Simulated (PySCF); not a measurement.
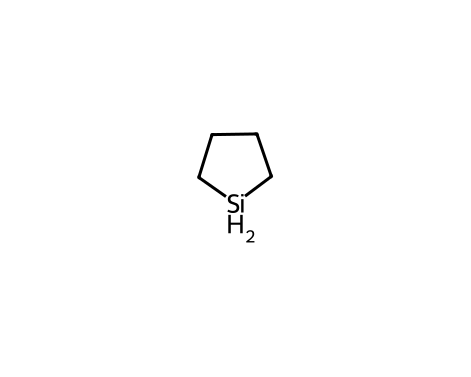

The picture comes from a calculation with PySCF.

2D structure.

Question: Give its SMILES.

Answer: C1CC[SiH2]C1

Question: Give the formula, hydrogens included.

Answer: C4H10Si.

Question: An optimisation with PBE0-D3(BJ)/def2-SVP gave a structure of which point group?

Answer: C2.
